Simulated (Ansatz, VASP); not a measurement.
# Cross-check of Fe between VASP and Ansatz

One calculation is typed for both programs; each brings its own data sets. How far apart do they land? The cell is taken from a series of VASP runs on this material, whose earlier steps may have relaxed, scaled or displaced it; both programs get it as it stands. Other levels of theory on this material are compared in a session of their own. Valence electrons are named where the data sets of a main pair hold unlike numbers.

Method: plane waves, with VASP 6.6.1 beside it; band structure at r2SCAN, in Ansatz 0.2.0.

### Step 1. The starting structure

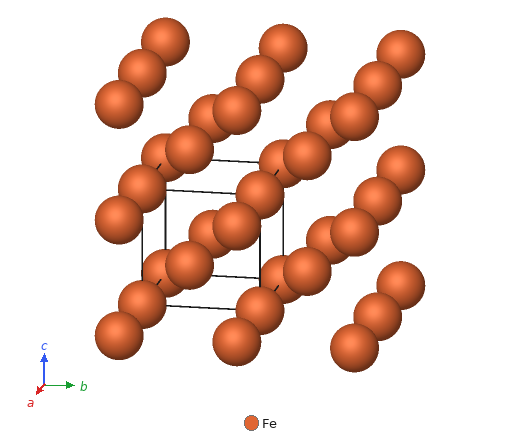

The starting structure, seen slightly off an axis (iron orange). 2×2×2 cells are drawn. This picture shows the conventional cell, with its axes. Some periodic images of atoms are drawn too.

### Step 2. VASP: band structure, r2SCAN

With cell and atoms fixed, the geometry can't cause a difference; cores, projectors, grids and the points listed under the comparison can.

Lines of VASP's logs that name or quote its potential files are left out, and so is its time.

The input, INCAR:

```
SYSTEM = Fe
PREC = Accurate
ENCUT = 400
EDIFF = 1E-06
NELM = 100
ISMEAR = 1
SIGMA = 0.2
LREAL = .FALSE.
ALGO = Normal
METAGGA = R2SCAN
LASPH = .TRUE.
NBANDS = 17
ISPIN = 2
MAGMOM = 2.677
LMAXMIX = 4
LORBIT = 11
LWAVE = .FALSE.
LCHARG = .FALSE.
KPAR = 4
```

The input, POSCAR:

```
Fe
1.0
   -1.4284040398      1.4284040398      1.4284040398
    1.4284040398     -1.4284040398      1.4284040398
    1.4284040398      1.4284040398     -1.4284040398
Fe
1
Direct
    0.0000000000      0.0000000000      0.0000000000
```

The input, KPOINTS:

```
Automatic mesh
0
Gamma
11 11 11
0 0 0
```

The input, KPOINTS_OPT:

```
Line mode
16
Line-mode
Reciprocal
  0.00000000   0.00000000   0.00000000 GAMMA
  0.50000000  -0.50000000   0.50000000 H

  0.50000000  -0.50000000   0.50000000 H
  0.00000000   0.00000000   0.50000000 N

  0.00000000   0.00000000   0.50000000 N
  0.00000000   0.00000000   0.00000000 GAMMA

  0.00000000   0.00000000   0.00000000 GAMMA
  0.25000000   0.25000000   0.25000000 P

  0.25000000   0.25000000   0.25000000 P
  0.50000000  -0.50000000   0.50000000 H

  0.25000000   0.25000000   0.25000000 P
  0.00000000   0.00000000   0.50000000 N
```

Potentials, in the order of the species: Fe (PBE family, release 64).

The run is started by

```
> mpirun -np 4 vasp_std
```

Numbers of over 12 decimals in the logs are rounded to 6 here.

The program printed:

```text
[banner, memory and clock lines left out]
running    4 mpi-ranks, on    1 nodes
 distrk:  each k-point on    1 cores,    4 groups
 distr:  one band on    1 cores,    1 groups

 POSCAR found type information on POSCAR Fe
 POSCAR found :  1 types and       1 ions
|                                                                             |
|               ----> ADVICE to this user running VASP <----                  |
|                                                                             |
|     You enforced a specific xc type in the INCAR file but a different       |
|     [... a line on the potential file left out ...]
|     I HOPE YOU KNOW WHAT YOU ARE DOING!                                     |
|                                                                             |

 LDA part: xc-table for (None), standard interpolation
 POSCAR, INCAR and KPOINTS ok, starting setup
 FFT: planning ... GRIDC
 FFT: planning ... GRID_SOFT
 FFT: planning ... GRID
 WAVECAR not read
 entering main loop
       N       E                     dE             d eps       ncg     rms          rms(c)
DAV:   1     0.136532687295E+02    0.13653E+02   -0.30646E+03  4304   0.481E+02
DAV:   2    -0.148044275648E+02   -0.28458E+02   -0.26032E+02  4240   0.106E+02
DAV:   3    -0.157449391351E+02   -0.94051E+00   -0.93072E+00  4596   0.201E+01
DAV:   4    -0.157481344363E+02   -0.31953E-02   -0.31944E-02  4636   0.106E+00
DAV:   5    -0.157481451116E+02   -0.10675E-04   -0.10675E-04  4735   0.634E-02    0.118E+01
DAV:   6    -0.143591955943E+02    0.13889E+01   -0.13392E+01  5478   0.367E+01    0.755E+00
DAV:   7    -0.143379276838E+02    0.21268E-01   -0.13352E+00  4527   0.946E+00    0.468E+00
DAV:   8    -0.143695450976E+02   -0.31617E-01   -0.79486E-02  5272   0.150E+00    0.238E+00
DAV:   9    -0.143573836603E+02    0.12161E-01   -0.76742E-02  4820   0.145E+00    0.718E-01
DAV:  10    -0.143608508239E+02   -0.34672E-02   -0.44042E-02  4425   0.124E+00    0.259E-01
DAV:  11    -0.143629590844E+02   -0.21083E-02   -0.26010E-03  4368   0.348E-01    0.763E-02
DAV:  12    -0.143628986159E+02    0.60468E-04   -0.37862E-05  5082   0.472E-02    0.437E-02
DAV:  13    -0.143629419977E+02   -0.43382E-04   -0.66377E-05  4851   0.465E-02    0.113E-02
DAV:  14    -0.143629331890E+02    0.88087E-05   -0.13377E-06  3707   0.819E-03    0.254E-03
DAV:  15    -0.143629300563E+02    0.31327E-05   -0.16103E-07  2342   0.315E-03    0.866E-04
DAV:  16    -0.143629289445E+02    0.11117E-05   -0.13180E-08  2156   0.844E-04    0.252E-04
DAV:  17    -0.143629285392E+02    0.40531E-06   -0.34680E-09  2157   0.376E-04
   1 F= -.14362929E+02 E0= -.14363092E+02  d E =0.491836E-03  mag=     2.6078
 Start KPOINTS_OPT (optional k-point list driver)
k-point batch [1-56\96]
       N       E                     dE             ncg
DAV:   1     0.312022003079E+04   -0.11607E+05     4185
DAV:   2     0.152075409963E+04   -0.15995E+04     4183
DAV:   3     0.145826829098E+04   -0.62486E+02     4494
DAV:   4     0.145802087022E+04   -0.24742E+00     4605
DAV:   5     0.145802007841E+04   -0.79181E-03     4603
DAV:   6     0.145802007473E+04   -0.36801E-05     4400
DAV:   7     0.145802007469E+04   -0.41844E-07     3815
k-point batch [57-96\96]
       N       E                     dE             ncg
DAV:   1     0.369733806512E+04   -0.13319E+05     2960
DAV:   2     0.242216014662E+04   -0.12752E+04     2998
DAV:   3     0.238201333236E+04   -0.40147E+02     3450
DAV:   4     0.238186718976E+04   -0.14614E+00     3450
DAV:   5     0.238186665397E+04   -0.53580E-03     3592
DAV:   6     0.238186665109E+04   -0.28779E-05     3258
DAV:   7     0.238186665104E+04   -0.46943E-07     3004
```

Parts of OUTCAR (step 2):

```text
ion  position               nearest neighbor table
   1  0.000  0.000  0.000-

  LATTYP: Found a body centered cubic cell.
 ALAT       =     2.8568080796

 Subroutine GETGRP returns: Found 48 space group operations
 (whereof 48 operations were pure point group operations)

The static configuration has the point symmetry O_h .

 Found     56 irreducible k-points:

   k-points           NKPTS =     56   k-points in BZ     NKDIM =     56   number of bands    NBANDS=     17

   dimension x,y,z NGX =    16 NGY =   16 NGZ =   16
   dimension x,y,z NGXF=    32 NGYF=   32 NGZF=   32

   ENCUT  =  400.0 eV  29.40 Ry    5.42 a.u.   4.03  4.03  4.03*2*pi/ulx,y,z

   NELECT =       8.0000    total number of electrons

 k-points in reciprocal lattice and weights: Automatic mesh
   0.00000000  0.00000000  0.00000000       0.001
   0.09090909  0.00000000  0.00000000       0.009
   0.18181818  0.00000000  0.00000000       0.009
   0.27272727  0.00000000  0.00000000       0.009
   0.36363636  0.00000000  0.00000000       0.009
   0.45454545  0.00000000  0.00000000       0.009
   0.09090909  0.09090909  0.00000000       0.018
   0.18181818  0.09090909  0.00000000       0.036
   0.27272727  0.09090909  0.00000000       0.036
[...]
-0.45454545 -0.45454545  0.36363636       0.006
  -0.45454545  0.45454545  0.45454545       0.005

 average (electrostatic) potential at core
       1 -48.5097

 E-fermi :   5.5486

 spin component 1
 k-point     1 :       0.0000    0.0000    0.0000
  band No.  band energies     occupation
    ...
      2       2.5189      1.00000
      3       2.5192      1.00000
      4       2.5192      1.00000
      5       3.7332      1.00000
      6       3.7332      1.00000
      7      31.3221      0.00000
      8      31.3223      0.00000
      9      31.3223      0.00000
     10      36.2220      0.00000
     11      36.2220      0.00000
    ...

 k-point     2 :       0.0909    0.0000    0.0000
  band No.  band energies     occupation
    ...
      2       2.4344      1.00000
      3       2.5148      1.00000
      4       2.6948      1.00000
      5       3.6545      1.00000
      6       3.7400      1.00000
      7      29.0419      0.00000
      8      30.7034      0.00000
      9      30.9643      0.00000
     10      34.9621      0.00000
     11      35.3220      0.00000
    ...

 k-point     3 :       0.1818    0.0000    0.0000
  band No.  band energies     occupation
    ...
      2       2.2109      1.00000
      3       2.4740      1.00000
      4       3.1869      1.00000
      5       3.5479      1.00000
      6       3.7634      1.00000
      7      24.8249      0.00000
      8      28.8728      0.00000
      9      30.2933      0.00000
     10      31.8995      0.00000
     11      33.9569      0.00000
    ...

 k-point     4 :       0.2727    0.0000    0.0000
  band No.  band energies     occupation
    ...
      2       1.9279      1.00000
      3       2.6190      1.00000
      4       3.5930      1.00000
      5       3.8053      1.00000
      6       3.8802      1.00000
      7      20.3628      0.00000
      8      26.8813      0.00000
      9      29.2441      0.00000
     10      29.7177      0.00000
     11      33.2426      0.00000
    ...

 k-point     5 :       0.3636    0.0000    0.0000
  band No.  band energies     occupation
    ...
      2       1.6765      1.00000
      3       3.5743      1.00000
      4       3.8560      1.00000
      5       3.9818      1.00000
      6       4.5782      1.00000
      7      16.2234      0.00000
      8      25.3679      0.00000
      9      27.2236      0.00000
     10      29.3383      0.00000
     11      33.0260      0.00000
    ...

 k-point     6 :       0.4545    0.0000    0.0000
  band No.  band energies     occupation
      1       0.1950      1.00000
      2       1.5306      1.00000
      3       3.7619      1.00000
      4       3.8914      1.00000
      5       5.0275      1.00071
      6       5.7543     -0.02783
      7      13.1064      0.00000
      8      24.5634      0.00000
      9      26.1089      0.00000
     10      29.1544      0.00000
    ...

  Total       -0.0034856     -0.0034856     -0.0034856     -0.0000000     -0.0000000      0.0000000
  in kB       -0.4790429     -0.4790429     -0.4790429     -0.0000000     -0.0000000      0.0000000
  external PRESSURE =      -0.4790429 kB  Pullay stress =       0.0000000 kB

  energy-cutoff  :      400.00
  volume of cell :       11.66
      direct lattice vectors                 reciprocal lattice vectors
    -1.428404040  1.428404040  1.428404040     0.000000000  0.350041015  0.350041015
     1.428404040 -1.428404040  1.428404040     0.350041015  0.000000000  0.350041015
     1.428404040  1.428404040 -1.428404040     0.350041015  0.350041015  0.000000000

 POSITION                                       TOTAL-FORCE (eV/Angst)
 -----------------------------------------------------------------------------------
      0.00000      0.00000      0.00000         0.000000      0.000000      0.000000
 -----------------------------------------------------------------------------------
    total drift:                                0.000000      0.000000     -0.000000

  FREE ENERGIE OF THE ION-ELECTRON SYSTEM (eV)
  ---------------------------------------------------
  free  energy   TOTEN  =       -14.3629285392 eV

  energy  without entropy=      -14.3634203749  energy(sigma->0) =      -14.36309248

 total charge
# of ion       s       p       d       tot
------------------------------------------
    1        0.481   0.555   6.182   7.218

 magnetization (x)
# of ion       s       p       d       tot
------------------------------------------
    1       -0.014  -0.122   2.813   2.677

[... 6 further parts left out ...]
```

The cell holds one magnetic atom, so no antiferromagnetic order fits into it. The k-mesh is coarse for a metal. SCAN-type functionals tend to overstate the moments of itinerant magnets. The PAW data sets were made with PBE, which is usual practice but a small mismatch for other functionals.

[end of part 1 of 2]

[Lines on the potential files, build, host, timing and source positions are cut from VASP's logs without a mark.]

[Logs are printed without paths, hosts, clocks, repeated set-up lines and the standing remarks that a program may print on its own settings, such as how far it seeks lower states.]

[Hosts, paths, dates, database ids (printed as entryN), source tags and the programs' standing remarks are cut or masked in the printed files.]
